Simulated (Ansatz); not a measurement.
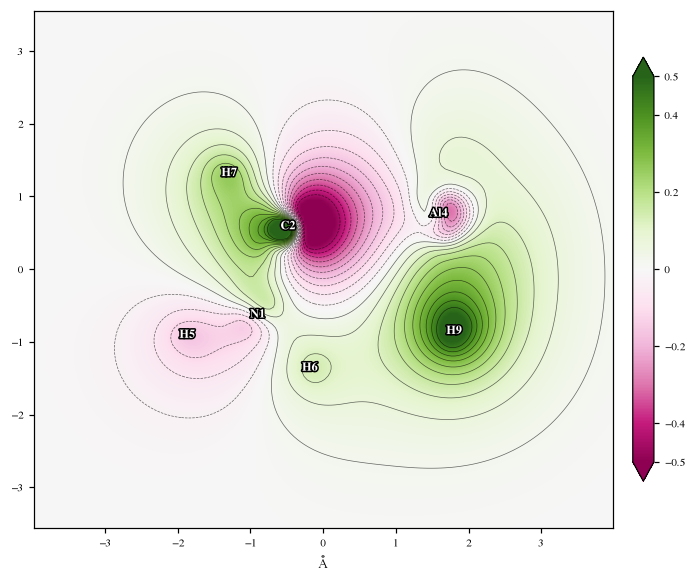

The picture shows: CH5AlFN. The HOMO−1 on the plane of atoms Al4, C2 and H7 (values in Å⁻³ᐟ²; the overall sign is arbitrary).

Geometry: PBE0-D4/def2-TZVP.

Level of theory: Ansatz 0.2.0, RKS PBE0-D4/def2-TZVPP.

```xyz
9

N    -0.1456    1.1744   -0.8498
C     0.4495    0.0415   -0.7331
F     1.3702   -1.2199    1.8321
Al   -0.0649   -1.0018    0.9943
H    -0.0551    1.8018   -1.6412
H    -0.7589    1.4535   -0.0808
H     1.0940   -0.1920   -1.5846
H    -0.8114   -2.3267    0.5037
H    -0.9893    0.2229    1.5422
```

Q: Where does this orbital lie, and at what energy?

A: By Hirshfeld shares it lies mainly on Al4 (about 25 %), C2 (about 25 %), H9 (about 20 %), H8 (about 15 %) and F3 (about 10 %). Its energy is −8.20 eV.
